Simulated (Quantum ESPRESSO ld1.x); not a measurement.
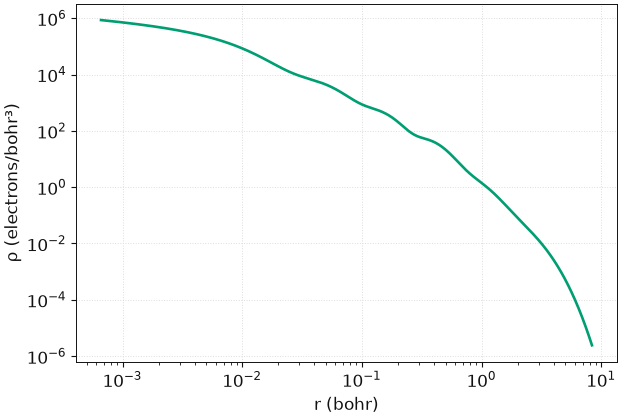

Atomic osmium (Os) in the configuration [Xe] 4f14 5d6 6s2 (open shells shared over both j by 2j + 1). All numbers are computed, not measured: Dirac Kohn-Sham, LDA (Slater exchange, Perdew-Zunger correlation), spin-unpolarised, spherical densities, point nucleus (Quantum ESPRESSO ld1.x 7.5).

The plot shows the electron density ρ(r) on a logarithmic scale.

What does the plot show?

Answer. The density falls from 860000 electrons/bohr³ at the inner end (r = 0.00066 bohr) to 0.001 at r = 4.60 bohr, a common measure of the size of an atom or ion. The steps in the slope mark the shells; the radial density has its minima at 0.024, 0.098 and 0.28 bohr.
